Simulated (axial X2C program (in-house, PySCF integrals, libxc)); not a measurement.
## ClSi⁺: relativistic diatomic calculation

ClSi⁺, single determinant with Ω = 0. Computed at this level: PBEsol, two-component X2C with atomic mean-field Coulomb and Gaunt terms, Cl dyall-av3z, Si dyall-v3z (cores contracted) (axial X2C program (in-house, PySCF integrals, libxc)).

Log:
```
two-component X2C + atomic mean field  PBEsol
basis functions 108  fitting functions 607  grid points 4357
iter        total energy     max residual
   1       -749.797240168     7.60e-02
   2       -749.799447934     6.47e-03
   3       -749.793523062     1.61e-02
   4       -749.800825168     1.53e-03
   5       -749.800883918     9.18e-05
   6       -749.800884131     8.97e-05
   7       -749.800884229     7.64e-06
   8       -749.800884230     1.35e-06
converged
one-electron -1157.28323639  Coulomb 391.14882078  exact exchange 0.00000000  xc functional -47.45256724  nuclear repulsion 63.89861806  atomic mean-field constant -0.11251945
```

The points of the curve:

| R (Å) | E (hartree) | dipole (D; origin at the first atom, positive when the second is positive) | highest filled (eV) | lowest empty (eV) |
| --- | --- | --- | --- | --- |
| 1.715 | −749.754573 | 5.25 | −14.58 | −9.92 |
| 1.794 | −749.781053 | 5.90 | −14.74 | −10.10 |
| 1.853 | −749.792603 | 6.40 | −14.84 | −10.23 |
| 1.912 | −749.798807 | 6.90 | −14.93 | −10.36 |
| 1.971 | −749.800884 | 7.40 | −14.99 | −10.48 |
| 2.040 | −749.799379 | 7.98 | −15.04 | −10.61 |
| 2.109 | −749.794751 | 8.55 | −15.04 | −10.74 |
| 2.198 | −749.785637 | 9.28 | −14.68 | −10.90 |
| 2.306 | −749.771468 | 10.13 | −14.28 | −11.07 |
| 2.464 | −749.748064 | 11.31 | −13.79 | −11.29 |

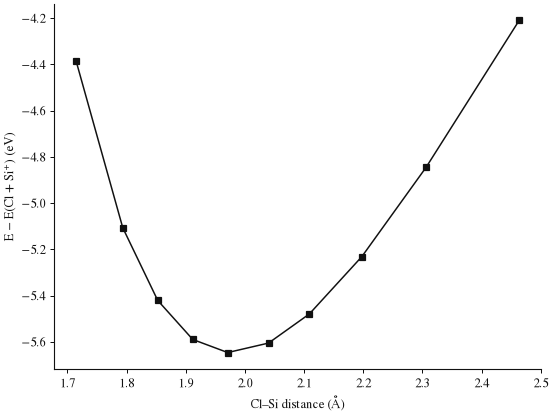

*Energy at 10 bond lengths, for one set of occupations held fixed; the line joins the points.*

A polynomial of degree 6 through 9 points gives rₑ = 1.978 Å, ωₑ = 643.3 cm⁻¹, ωₑxₑ = 2.2 cm⁻¹ and Bₑ = 0.2773 cm⁻¹. The minimum lies 5.65 eV below Cl + Si⁺, each computed as one determinant at the same level.

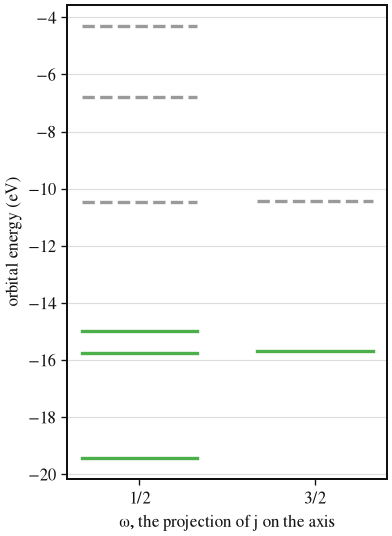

*Orbital energies near the frontier at 1.97 Å, filled (solid) and empty (dashed); the Kramers partners at −ω are degenerate and not drawn.*

The highest filled spinor (1/2; 31 % Si s, 30 % Cl p) lies at −14.99 eV, the lowest empty one (1/2; 73 % Si p, 11 % Cl p) at −10.48 eV.

Input file:
```
{"zs": [17, 14], "q": 1, "bas": ["dyall-av3z", "dyall-v3z"], "levels": ["PBE0", "HF", "PBEsol"], "cc": true, "r0": 2.15, "thr": -2.0, "nmax": 90, "npts": 10, "nst": 2, "ntry": 6}
```

The line is the task of a batch: nuclear charges, charge, bases, the levels to run, a first guess of the distance and further settings. This report covers PBEsol with spin-orbit coupling. The log is that of the reference distance 1.971 Å.

Launched within a batch (the task file carries these settings):
```bash
python <driver script> task.json out
```

Key numbers:

- outcome: converged
- bond length rₑ: 1.978 Å
- ωₑ: 643.3 cm⁻¹
- energy at the minimum: −749.80090 hartree
- depth below the fragments: 5.65 eV
- hardware: 1 thread of Arm Neoverse V1, 112 GiB of memory available, shared host
- wall time: 1.3 s
- peak memory: 0.56 GiB
